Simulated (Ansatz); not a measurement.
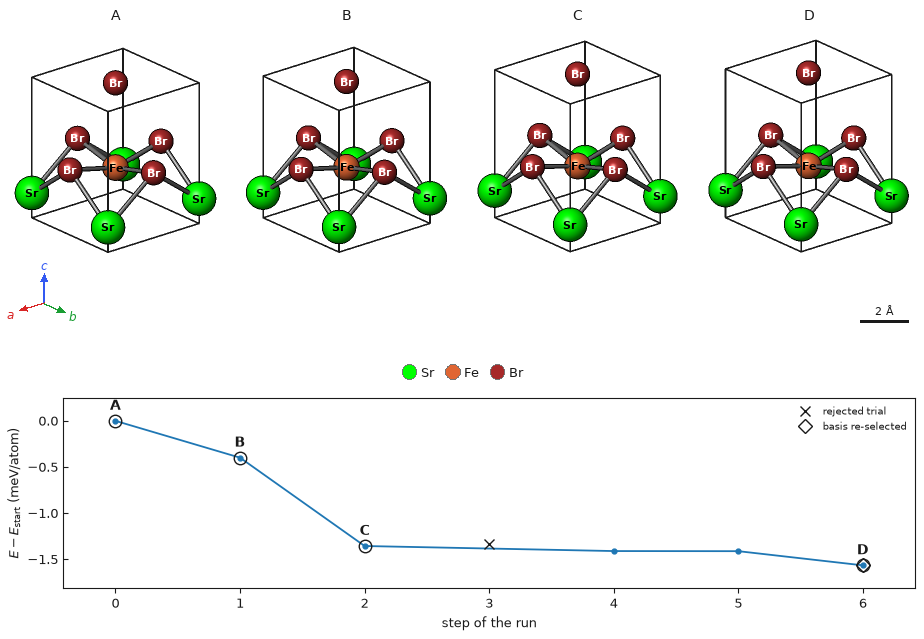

Frames of a relaxation of a crystal of SrFeBr₃ (built on the tetragonal perovskite type), marked on the history of the run. A ball-and-stick model of the cell of the calculation, seen from a free direction.

Case: tetragonal perovskite type (P4mm, No. 99).

Theory: DFT PBE, scalar-relativistic, plane waves, PAW (Ansatz 0.2.0). Settings: plane-wave cutoff 420 eV; k-point mesh 8 × 8 × 6; occupations gaussian; smearing width 0.1 eV; collinear spin; cell and atoms relaxed; force threshold 0.01 eV/Å; at most 80 steps.

### Describe the path.

The energy falls by 1.6 meV per atom in 4 accepted moves (6 points after the start). The largest force component goes from 0.0097 to 0.0023 eV/Å. The pressure goes from 0.02 to 0.01 GPa. The line search rejected the trial step at point 3 of the run. The SCF was repeated once at an unchanged geometry on a basis and grid sized afresh for the cell, which shifted the energy by 0.2 meV per atom at most. The largest move relative to the cell is that of a Br atom, 0.079 Å along +c. By element the largest moves are Br 0.079 Å, Fe 0.071 Å, Sr 0.054 Å. Cell: a = b 4.998 → 4.965 Å (−0.7 %), c 6.398 → 6.766 Å (+5.8 %). Volume +4.4 %. Some distances before and after: Br–Sr 3.752 → 3.746 Å. Bond angles that change, for instance: Br–Fe–Br 155.4° → 152.1°, Fe–Br–Fe 155.4° → 152.1°. The space group stays P4mm (No. 99). From step 0 to 1: volume +0.5 %, energy −0.4 meV per atom. From step 1 to 2: a Br atom moves most (0.06 Å), volume +2.8 %, energy −1.0 meV per atom. From step 2 to 6: volume +1.0 %, energy −0.2 meV per atom.

```json
{"step": "0", "E − E(0), meV/atom": "0.00", "largest force component, eV/Å": "0.0097", "pressure, GPa": "0.02", "volume, Å³/atom": "31.961", "note": ""}
{"step": "1", "E − E(0), meV/atom": "-0.40", "largest force component, eV/Å": "0.0111", "pressure, GPa": "0.03", "volume, Å³/atom": "32.110", "note": ""}
{"step": "2", "E − E(0), meV/atom": "-1.36", "largest force component, eV/Å": "0.0120", "pressure, GPa": "0.08", "volume, Å³/atom": "33.009", "note": ""}
{"step": "3", "E − E(0), meV/atom": "-1.33", "largest force component, eV/Å": "0.0375", "pressure, GPa": "0.09", "volume, Å³/atom": "33.099", "note": "rejected"}
{"step": "4", "E − E(0), meV/atom": "-1.41", "largest force component, eV/Å": "0.0053", "pressure, GPa": "0.03", "volume, Å³/atom": "33.190", "note": ""}
{"step": "5", "E − E(0), meV/atom": "-1.41", "largest force component, eV/Å": "0.0024", "pressure, GPa": "0.00", "volume, Å³/atom": "33.356", "note": ""}
{"step": "6", "E − E(0), meV/atom": "-1.57", "largest force component, eV/Å": "0.0023", "pressure, GPa": "0.01", "volume, Å³/atom": "33.356", "note": "same geometry, new basis"}
```

Limits of the set-up: layers or molecules are held without a dispersion correction, so their spacing is unreliable.
